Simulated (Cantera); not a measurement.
Input: 1 mol Al(CH₃)₃, 0.3 mol O₂, 710 mol N₂, at 4.60 mbar.

Method: chemical equilibrium by Gibbs-energy minimisation in Cantera with the NASA 1993 tables (ideal gas, pure condensed phases). Candidate condensed phases: Al, AlN, Al₂O₃, C, C₆H₆, C₇H₈, C₈H₁₈, H₂O; 148 gas species. The feed counts by its element totals alone. Mutual solubility and eutectic melting of coexisting phases are not modelled. Rates play no part.

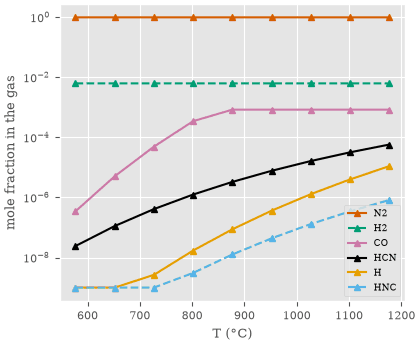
*Equilibrium gas composition (values under 1e-9 drawn at 1e-9)*

Task: Read off the mole fractions at 1177 °C.

Result: N₂ about 0.99, H₂ about 0.0063, CO about 0.00084, HCN about 5.8e-5, H about 1.1e-5, HNC about 8.3e-7.
